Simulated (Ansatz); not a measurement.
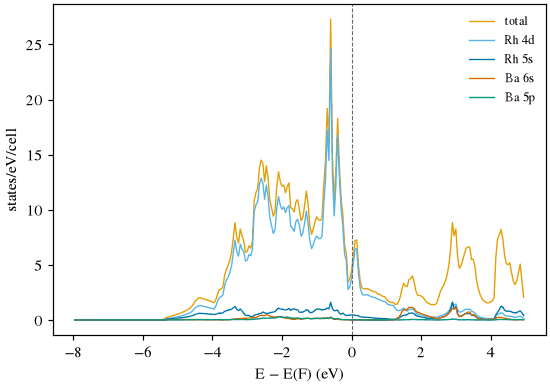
Total and projected density of states of BaRh2 (cubic Laves (MgCu2 type), Fd-3m), plane-wave PAW r²SCAN (Ansatz code)

### Question
Which orbitals carry the states next to the Fermi level?

### Answer
Within 0.5 eV of the Fermi level: Rh 4d 88 %, Rh 5s 7 %. Projections are on Löwdin-orthogonalised atomic valence shells; empty p or d shells of many metals are not among them.

### Question
Where is the tallest occupied peak in this window, and what makes it?

### Answer
Near -0.6 eV, about 27 states/eV per cell; the largest projected share is Rh 4d.

The first step of the workflow began from a Materials Project structure, measured or hypothetical; the Crystallography Open Database copy checked does not list it. Its standing as an ambient phase is unchecked. Symmetry was held in the r²SCAN relaxation; whether a distortion lowers the energy is not shown. The final state is ferromagnetic, the only order run, not a proven ground state. Other orbital occupations within this spin state were not tried. Spin–orbit coupling is left out wherever it is not named.

Potentials: the later of the program's two PAW sets.
